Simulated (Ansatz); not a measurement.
Consider AlN in the wurtzite structure (space group P6_3mc, No. 186; a = 3.1138 Å, c = 4.9833 Å).

Structures relaxed with plane-wave PAW DFT at the PBEsol level (Ansatz, an electronic-structure program, 420 eV), no spin-orbit coupling.

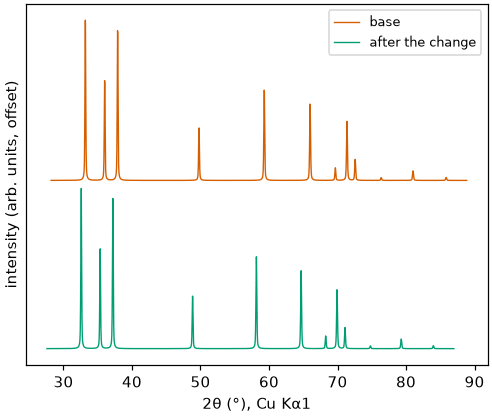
Figure: Simulated powder patterns before (top) and after one change

Which of these changes matches the shifts?
A. isotropic strain +1.80 %
B. isotropic strain +0.60 %
C. isotropic strain +1.20 %
D. isotropic strain +3.00 %

A, isotropic strain +1.80 %. Its volume per atom is 11.04 Å³ against 10.46 Å³, and its space group is P6_3mc (No. 186).

Stability against distortions was not tested.
